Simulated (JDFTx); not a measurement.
System: WSi2(101) (I4/mmm bulk; lattice of mp-1620, not re-optimised at this level), 1x1 cell of 9 atoms in 9 planes (Si outermost, slab composition W3Si6), area 13.56 Å² a face, 7.7 Å between the outermost planes in a cell 23.9 Å high; k mesh 8×8×1, Fermi width 0.01 Ha, no spin polarisation. Whether this polymorph is the ambient one wasn't checked.

Computed with a modified build of JDFTx: PBE, GBRV ultrasoft potentials, plane waves to 20/100 Ha. Liquid on both sides: CANDLE, water, 2 M NaCl; nuclei fixed, outer atoms relaxed in vacuum. SHE scale: U = −μ/e − 4.44 V, by convention. The model has bare, unreconstructed faces and no explicit solvent. On the negative side CANDLE's cavity feels the periodic box, so those points shift with the cell height.

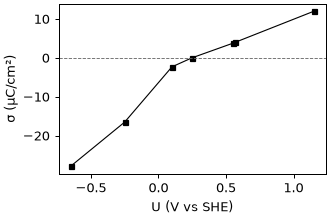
Surface charge density of WSi2(101) against potential

Q: Read off the potential of zero charge and the mean capacitance σ/(U − U_pzc) at the computed point just above it.

A: U_pzc ≈ 0.2 V. At 0.55 V it is about 12 μF/cm².
